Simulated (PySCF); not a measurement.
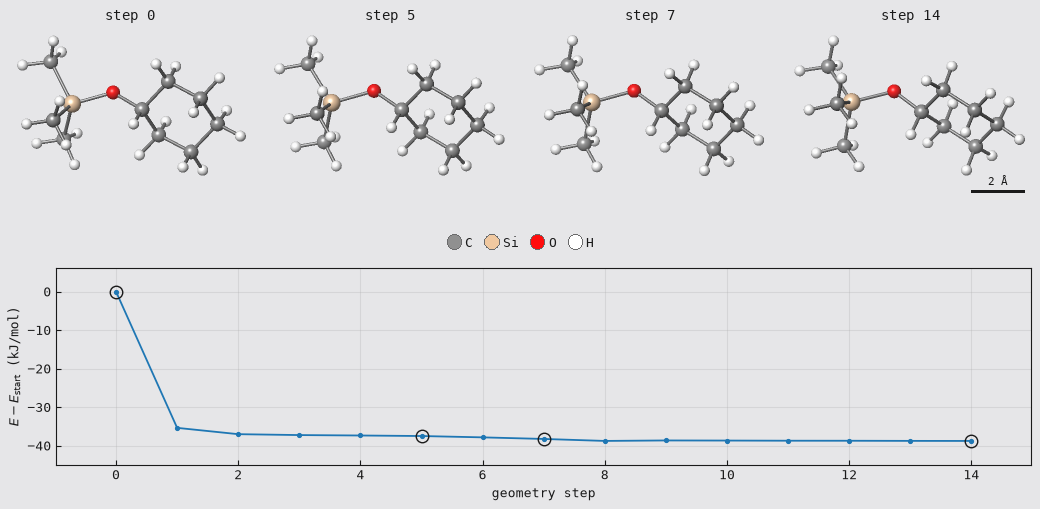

Frames of a relaxation of C₉H₂₀OSi, marked on the history of the run. Style: ball-and-stick. Shown at a tilt.

The start comes from GFN2-xTB. Its atoms were then displaced at random by about 0.01 Å.

All numbers below come from PBE0-D3(BJ)/def2-SVP geometry optimisation, gas phase in PySCF. 

### Describe the path.

After 14 geometry steps the energy has fallen by 38.8 kJ/mol. The atom that moves furthest after the best rigid fit is an H atom (0.95 Å). Largest moves by element: H 0.95 Å, C 0.66 Å, O 0.17 Å, Si 0.08 Å. Near-neighbour distances that change, for instance: C–H 1.029 → 1.102 Å, O–Si 1.626 → 1.678 Å, C–H 1.051 → 1.102 Å, C–Si 1.926 → 1.878 Å. Bond angles that change, for instance: Si–O–C 130.9° → 124.5°, C–Si–O 113.4° → 109.8°, H–C–H 111.2° → 107.9°. Groups turn about C–O by about 25°. Cost: 8.1 min on 2 threads of Intel(R) Xeon(R) Platinum 8259CL CPU @ 2.50GHz, with other jobs on the host. From step 0 to 5: an H atom moves most (0.41 Å), energy −37.5 kJ/mol. From step 5 to 7: an H atom moves most (0.26 Å), energy −0.76 kJ/mol. From step 7 to 14: H atoms move most (0.33 Å), energy −0.52 kJ/mol.
